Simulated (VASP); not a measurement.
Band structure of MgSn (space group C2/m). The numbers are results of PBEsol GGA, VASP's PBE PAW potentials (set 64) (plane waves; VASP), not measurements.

Unless said otherwise, spin-orbit coupling is left out, though it shifts the bands of the heavy elements here.

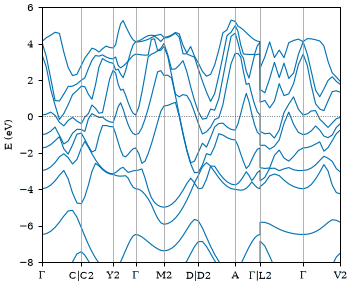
Figure. Bands along high-symmetry lines, zero at the valence-band maximum or, without a gap, the Fermi level

**Question.** Read the plot: is there a gap, and where are the band edges?

**Answer.** It has no gap at this level: it comes out as a metal or semimetal. (Edges off the drawn lines would not show.)

The structure comes from a computed database's MgSn entry (C2/m); how it stands against other phases isn't given here. It was relaxed first.
